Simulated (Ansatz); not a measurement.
**FGaH4OSi2: density, localisation and related maps**

```yaml
atoms:
  - { symbol: F, position_ang: [0.7017, 3.4548, 1.5051] }
  - { symbol: Ga, position_ang: [2.8229, -1.6386, -1.3936] }
  - { symbol: O, position_ang: [1.9538, -0.6558, -0.1438] }
  - { symbol: Si, position_ang: [1.4408, 2.4700, 0.4292] }
  - { symbol: Si, position_ang: [1.1632, 0.2168, 1.0195] }
  - { symbol: H, position_ang: [0.8577, 2.7448, -0.9205] }
  - { symbol: H, position_ang: [2.8902, 2.8376, 0.3906] }
  - { symbol: H, position_ang: [1.7373, -0.0407, 2.3788] }
  - { symbol: H, position_ang: [-0.2920, -0.1342, 1.0694] }
```

Geometry: PBE0-D3(BJ)/def2-SVP.

Theory: Ansatz, isolated molecule in a Gaussian basis; Kohn-Sham density functional theory, functional PBE0.

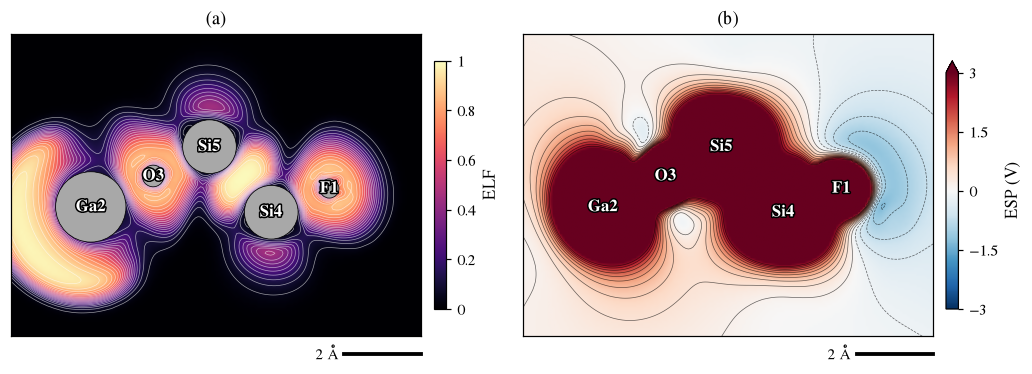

Figure 1. (a) electron localisation function; (b) electrostatic potential on the plane of atoms O3, Si5 and Si4. Grey discs cover the atomic cores in the ELF map.

Read the bonding off the picture.

Answer.
- The section cuts through F, Ga, O and Si sites.
- Si–F (1.64 Å): the ELF peaks at about 0.85 in the valence shell of F, 0.6 Å from its nucleus, and is about 0.55 at the midpoint.
- Si–O (1.66 Å): the ELF peaks at about 0.85 between the atoms: a polar covalent bond.
- Ga–O (1.81 Å): the ELF peaks at about 0.80 in the valence shell of O, 0.5 Å from its nucleus, and is about 0.20 at the midpoint.
- Si–Si (2.35 Å): the ELF peaks at about 1 between the atoms (localised, covalent bonding).
- The ELF also peaks beside F1, away from the bonds: lone-pair regions.
- Outside the dense part of the molecule the potential is most negative (−1.3 V) near F1.

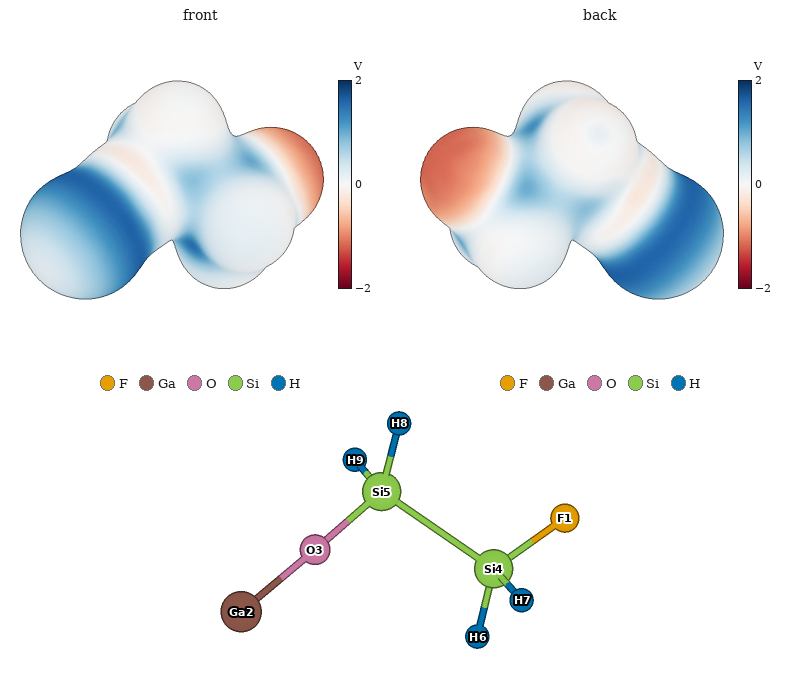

Figure 2. The molecular electrostatic potential painted on the density surface at 0.002 e/bohr³, seen from the front and from behind; the colour scale runs from red (negative) to blue (positive). The bare structure is drawn below in the same view.

Describe the electrostatic potential map.

Answer. The most negative region (about −1.1 V, or −25 kcal/mol for a unit charge) lies over F1, the most positive (about +1.6 V, or +37 kcal/mol for a unit charge) over Ga2.

How polar is the molecule by this calculation?

Answer. Its dipole moment is 3.11 D.

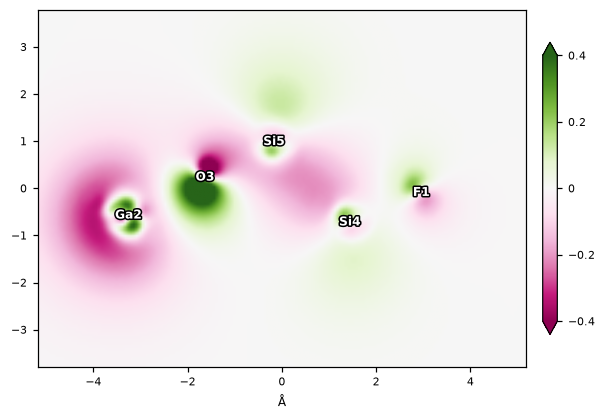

Figure 3. The HOMO−1 on the plane of atoms F1, Si4 and Si5 (values in Å⁻³ᐟ²; the overall sign is arbitrary).

Describe this orbital and give its energy.

Answer. It lies mainly on Ga2 (about 60 %), O3 (about 15 %), Si5 (about 10 %) and Si4 (about 5 %). Its energy is −7.85 eV.
